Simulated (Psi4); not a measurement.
# UB3LYP/6-31G(d) (Cartesian functions) run of CF (SMILES [C]F)

What is the vertical doublet–quartet gap of CF at UB3LYP/6-31G* (Cartesian functions)? 

The calculation is run with Psi4 1.11.

## 1. Starting point

CF: 2 atoms, total charge 0, spin state doublet. SMILES: `[C]F`. The shape is that of a PBE0-D4/def2-TZVP optimisation.

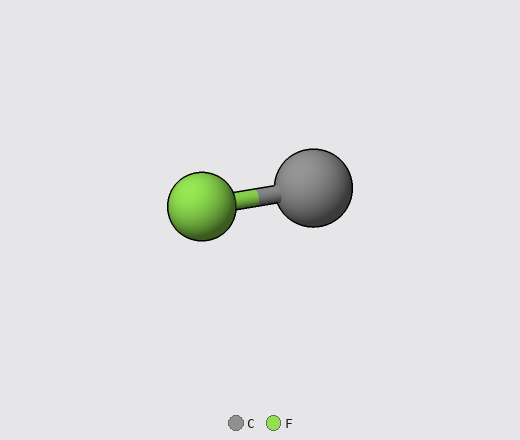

Viewed from a chosen angle; carbon grey, fluorine green.

## 2. A single-point energy at UB3LYP/6-31G(d) (Cartesian functions)

Contents of cf.in:

```
memory 1.6 GB

molecule mol {
  0 2
  C      0.000000     0.000000     0.003080
  F      0.000000     0.000000     1.271320
  symmetry c1
  no_reorient
  no_com
}

set globals {
  basis                6-31G*
  reference            uks
  puream               false
  e_convergence        1e-09
  d_convergence        1e-08
  scf_type             pk
  dft_radial_points    99
  dft_spherical_points 590
  maxiter              100
}

E, wfn = energy("b3lyp", return_wfn=True)
oeprop(wfn, "DIPOLE", "QUADRUPOLE", "MAYER_INDICES", title="B3LYP")
```

The run is started by

```bash
psi4 -i cf.in -o cf.out -n 1
```

cf.out, shortened:

```text
[...]
  Running in c1 symmetry.
[...]
  Nuclear repulsion =   22.531673323803066
[...]
  Multiplicity = 2
[...]
  Nalpha       = 8
  Nbeta        = 7
[...]
    Number of basis functions: 30
[...]
   @UKS iter   1:  -137.76306082632252   -3.40317e-01   5.29913e-03 ADIIS/DIIS
[...]
   @UKS iter  10:  -137.77665206376332   -3.66640e-12   8.04947e-09 DIIS
[...]
   @S^2 Observed:                7.525828650E-01
[...]
    Orbital Energies [Eh]
    ---------------------
    Alpha Occupied:
       1A    -24.798487     2A    -10.315709     3A     -1.321024
       4A     -0.685071     5A     -0.542634     6A     -0.531163
       7A     -0.401432     8A     -0.198522
    Alpha Virtual:
       9A     -0.090216    10A      0.184186    11A      0.500259
      12A      0.521506    13A      0.539674    14A      0.584268
      15A      1.039297    16A      1.167482    17A      1.169087
      18A      1.484907    19A      1.487632    20A      1.525541
      21A      1.531154    22A      1.661416    23A      1.890160
      24A      1.893554    25A      2.142928    26A      2.482490
[...]
  @UKS Final Energy:  -137.77665206376332
   => Energetics <=
    Nuclear Repulsion Energy =             22.5316733238030658
    One-Electron Energy =                -234.2083898351638993
    Two-Electron Energy =                  86.6250875507539462
    DFT Exchange-Correlation Energy =     -12.7250231031564311
    Empirical Dispersion Energy =           0.0000000000000000
    VV10 Nonlocal Energy =                  0.0000000000000000
    Total Energy =                       -137.7766520637633221
[...]
 Multipole Moments:
 ------------------------------------------------------------------------------------
     Multipole            Electronic (a.u.)      Nuclear  (a.u.)        Total (a.u.)
 ------------------------------------------------------------------------------------
 L = 1.  Multiply by 2.5417464519 to convert [e a0] to [Debye]
 Dipole X            :         -0.0000000            0.0000000           -0.0000000
 Dipole Y            :          0.0000000            0.0000000            0.0000000
 Dipole Z            :        -21.3316318           21.6569417            0.3253099
 Magnitude           :                                                    0.3253099
 L = 2.  Multiply by 1.3450342976 to convert [e a0^2] to [Debye ang]
 Quadrupole XX       :         -8.0360163            0.0000000           -8.0360163
 Quadrupole XY       :         -0.0352860            0.0000000           -0.0352860
[...]
```

It took 3.9 s on 1 thread of AMD EPYC 9B14 (Zen 4), shared host; peak memory 0.3 GiB.

## 3. The quartet: energy and forces at UB3LYP/6-31G(d) (Cartesian functions)

Contents of job.in:

```
memory 1600 MB

molecule {
  0 4
  C
  F 1 1.26824
  symmetry c1
  no_reorient
  no_com
}

set reference uks
set puream false
set e_convergence 1e-09
set d_convergence 1e-08
set scf_type pk
set dft_radial_points 99
set dft_spherical_points 590
set maxiter 100

result, w = gradient("b3lyp/6-31G*", return_wfn=True)
oeprop(w, "QUADRUPOLE", "WIBERG_LOWDIN_INDICES", "MAYER_INDICES", title="B3LYP")
print_variables()
```

The run is started by

```bash
psi4 job.in job.out -n 1
```

job.out, shortened:

```text
[...]
  Running in c1 symmetry.
[...]
  Nuclear repulsion =   22.531673323803066
[...]
  Multiplicity = 4
[...]
  Nalpha       = 9
  Nbeta        = 6
[...]
    Number of basis functions: 30
[...]
   @UKS iter   1:  -137.62588280211631   -2.03139e-01   4.64763e-03 DIIS/ADIIS
[...]
   @UKS iter  10:  -137.63696594406312   -3.41061e-13   1.67584e-09 DIIS
[...]
   @S^2 Observed:                3.752244528E+00
[...]
  @UKS Final Energy:  -137.63696594406312
   => Energetics <=
    Nuclear Repulsion Energy =             22.5316733238030658
    One-Electron Energy =                -234.3568710587817066
    Two-Electron Energy =                  86.9677460241933744
    DFT Exchange-Correlation Energy =     -12.7795142332778617
    Empirical Dispersion Energy =           0.0000000000000000
    VV10 Nonlocal Energy =                  0.0000000000000000
    Total Energy =                       -137.6369659440631210
[...]
  -Total Gradient:
     Atom            X                  Y                   Z
    ------   -----------------  -----------------  -----------------
       1       -0.000000000000    -0.000000000000     0.069641111571
       2       -0.000000000000     0.000000000000    -0.069642413272
[...]
 Multipole Moments:
 ------------------------------------------------------------------------------------
     Multipole            Electronic (a.u.)      Nuclear  (a.u.)        Total (a.u.)
 ------------------------------------------------------------------------------------
 L = 1.  Multiply by 2.5417464519 to convert [e a0] to [Debye]
 Dipole X            :         -0.0000000            0.0000000           -0.0000000
 Dipole Y            :         -0.0000000            0.0000000           -0.0000000
 Dipole Z            :          0.2691714           -0.4631463           -0.1939749
 Magnitude           :                                                    0.1939749
 L = 2.  Multiply by 1.3450342976 to convert [e a0^2] to [Debye ang]
 Quadrupole XX       :         -7.6788166            0.0000000           -7.6788166
 Quadrupole XY       :         -0.0000000            0.0000000           -0.0000000
[...]
```

Run time: 4.5 s. Hardware: 1 thread of AMD EPYC 9B14 (Zen 4), shared host; peak memory 0.3 GiB.

## 4. Summary of results

Level: UB3LYP/6-31G* (Cartesian functions).

| quantity | value |
| --- | --- |
| doublet: total energy | -137.77665 Eh |
| doublet: dipole moment | 0.83 D |
| doublet: HOMO energy (highest over α and β) | -5.40 eV |
| doublet: LUMO energy (lowest over α and β) | -2.45 eV |
| doublet: ⟨S²⟩ | 0.753 |
| quartet: total energy | -137.63697 Eh |
| quartet: dipole moment | 0.49 D |
| quartet: HOMO energy (highest over α and β) | -5.89 eV |
| quartet: LUMO energy (lowest over α and β) | -5.81 eV |
| quartet: ⟨S²⟩ | 3.752 |
| quartet: largest force on an atom | 3.581 eV/Å |
| vertical energy of the quartet above the doublet | 3.801 eV |

What this shows: At this shape the quartet lies 3.80 eV (88 kcal/mol) above the doublet.
